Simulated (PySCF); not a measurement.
# RuNOH: structure of the triplet

The task is one start of a wider search on RuNOH: the triplet, from a linear start. It is relaxed, tested by its Hessian and followed downhill if it is a saddle.

Method: PBE0, basis Ru def2-TZVP with ECP28, N def2-TZVP, O def2-TZVP, H def2-TZVP, scalar-relativistic core potentials, no spin–orbit coupling, density fitting; program: PySCF 2.14.0.

### 1 Where the work starts

4 atoms, charge 0, spin multiplicity 3.

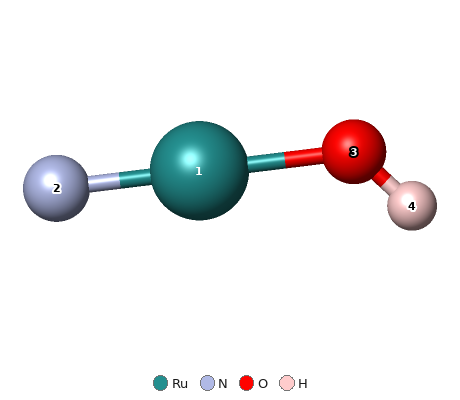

Start geometry, drawn with ruthenium teal, nitrogen light blue, oxygen red, hydrogen pink; atoms are numbered from 1 in the order of the file.

```xyz
4
charge 0 multiplicity 3
Ru    0.0000    0.0000    0.0000
N     0.0000    0.0000    1.7400
O     0.0000    0.0000   -1.8800
H     0.7354    0.0000   -2.4971
```

### 2 First SCF at the start

One driver script runs all steps and calls PySCF; scf.py shows how it sets up the SCF of each step. The optimiser is the driver's own. After this first run the driver tries any further starts and a stability analysis.

scf.py reads:

```python
from pyscf import gto, scf, dft
mol = gto.M(atom='''
Ru     0.000000     0.000000     0.000000
N      0.000000     0.000000     1.740000
O      0.000000     0.000000    -1.880000
H      0.735400     0.000000    -2.497100''',
    basis={'Ru': 'def2-TZVP', 'N': 'def2-TZVP', 'O': 'def2-TZVP', 'H': 'def2-TZVP'},
    ecp={'Ru': 'def2-TZVP'},
    charge=0, spin=2)
mf = dft.UKS(mol, xc='PBE0')
mf.grids.atom_grid = (50, 194)
aux = {'Ru': 'def2-universal-JKFIT', 'N': 'def2-universal-JKFIT', 'O': 'def2-universal-JKFIT', 'H': 'def2-universal-JKFIT'}
mf = mf.density_fit(auxbasis=aux)
mf.conv_tol = 1e-08
mf.diis_space = 10
mf.max_cycle = 60
mf.init_guess = 'minao'
mf.verbose = 4
mf.kernel()
```

Run with:

```console
$ OMP_NUM_THREADS=4 python axn.py task.json out
```

Further steps of the session: Relaxation: linear start, triplet; Is it a minimum? Harmonic modes.

Before running it: what results should come out? Wanted: minimum; geometry; wavenumbers; dipole moment; highest occupied, lowest empty level; polar-tensor charge of Ru1; zero-point energy; atomisation energy; ⟨S²⟩.

As calculated:

```
                                          quantity                                                                  value
                                           minimum                                                            triplet, Cs
                                          geometry  O–H 0.958 Å, Ru–N 1.592 Å, Ru–O 1.885 Å; H–O–Ru 129.3°, N–Ru–O 140.4°
                                wavenumbers (cm⁻¹)          194 (a'), 380 (a''), 631 (a'), 699 (a'), 1162 (a'), 3924 (a')
                                     dipole moment                                                                 1.06 D
highest occupied, lowest empty level (either spin)                                                        -6.22, -3.49 eV
                        polar-tensor charge of Ru1                                                                +1.00 e
                                 zero-point energy                                                            41.8 kJ/mol
                               entropy at 298.15 K                                                        290.9 J/(mol K)
         atomisation energy (no zero-point energy)                                                            1208 kJ/mol
                                              ⟨S²⟩                                                                  2.018
```

The linear start keeps its Cs symmetry and ends in a minimum. In the infrared the band at 631 cm⁻¹ (a') leads. Most of the spin sits on Ru1 (Mulliken spin 1.90, against 2 for the whole molecule). Only this shape and spin were tried, so other structures or states may lie lower. One determinant may miss the lowest occupation of an open d or f shell.
